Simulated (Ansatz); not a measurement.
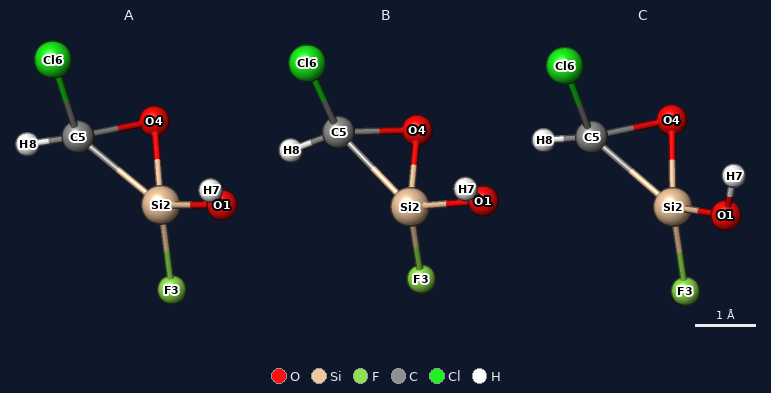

3 geometries from one relaxation of CH2ClFO2Si, in shuffled order. A ball-and-stick model, seen from a free direction.

The run prepares an end point of a later path (torsion) calculation, from a guessed geometry.

Theory: Ansatz 0.2.0, RKS r2SCANh-D4/6-31G. Settings: no spin polarisation; force threshold 0.015 eV/Å; at most 40 steps.

Q: Put them in the order of the run, from the start to the converged end.

A: B, A, C. They are steps 0, 4, 14, at +1.445 eV, +0.058 eV relative to the last. Over 13 accepted moves (14 points after the start) the energy falls by 1.445 eV. Largest force component: 5.5 eV/Å at the start, 0.0063 eV/Å at the end. The line search rejected the trial step at point 3 of the run. The largest move after the best rigid fit is that of O1, 0.39 Å. By element the largest moves are O 0.39 Å, H 0.29 Å, F 0.24 Å, Si 0.15 Å, Cl 0.14 Å, C 0.10 Å. Near-neighbour distances that change, for instance: Si2–O4 1.596 → 1.753 Å, O4–C5 1.419 → 1.528 Å, Si2–F3 1.572 → 1.661 Å, C5–Cl6 1.757 → 1.845 Å. Bond angles that change, for instance: O1–Si2–O4 106.0° → 122.1°, Si2–O1–H7 113.3° → 127.3°, Si2–C5–H8 116.8° → 129.6°. Cost: 70 s on 1 thread of Intel(R) Xeon(R) Platinum 8488C (Sapphire Rapids), on a shared host, peak memory 0.23 GiB.
